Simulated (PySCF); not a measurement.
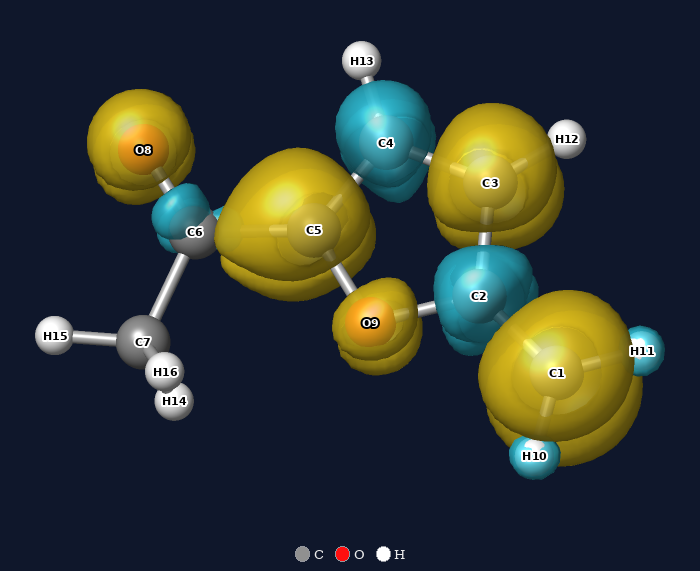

Figure. C$_{7}$H$_{7}$O$_{2}$ (SMILES [CH2]c1ccc(C(C)=O)o1) (doublet). Isosurfaces of the spin density (α minus β) at +0.015 (yellow) and −0.015 e/Å³ (cyan), seen at a tilt.

Geometry: GFN2-xTB.

Method: UKS B3LYP, pcH-1 on C H O, non-relativistic, mean-field spin-orbit, GIAO (PySCF 2.14.0, density-fitted response routines).

```xyz
16

C    -2.6150    1.1308   -0.0556
C    -1.6134    0.2150   -0.0725
C    -1.6643   -1.2045   -0.1917
C    -0.3639   -1.6534   -0.1546
C     0.4534   -0.5274   -0.0155
C     1.9009   -0.4507    0.0729
C     2.4580    0.9434    0.2110
O     2.5935   -1.4520    0.0356
O    -0.3053    0.5934    0.0331
H    -2.4029    2.1785    0.0420
H    -3.6366    0.8163   -0.1395
H    -2.5620   -1.7796   -0.2916
H    -0.0025   -2.6599   -0.2153
H     2.1614    1.5418   -0.6479
H     3.5412    0.9020    0.2759
H     2.0502    1.4154    1.1023
```

Q: Which atoms carry the spin?

A: The unpaired spin (1 electron) lies mostly on C1 (about 0.4), C5 (about 0.2), C3 (about 0.2) and O8 (about 0.1), in electrons by Hirshfeld's partition.
